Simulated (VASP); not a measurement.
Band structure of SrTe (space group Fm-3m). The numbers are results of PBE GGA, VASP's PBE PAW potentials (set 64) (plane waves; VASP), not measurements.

Unless said otherwise, spin-orbit coupling is left out, though it shifts the bands of the heavy elements here.

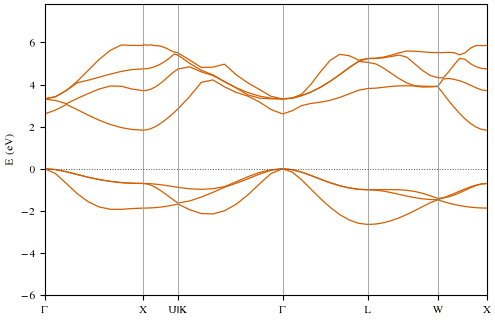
Figure. Bands along high-symmetry lines, zero at the valence-band maximum or, without a gap, the Fermi level

**Question.** Read the plot: is there a gap, and where are the band edges?

**Answer.** The gap is indirect, 1.83 eV, from the valence maximum at Γ to the conduction minimum at X.

The structure comes from a computed database's SrTe entry; how it stands against other phases isn't given here. The cell was not relaxed at this level.
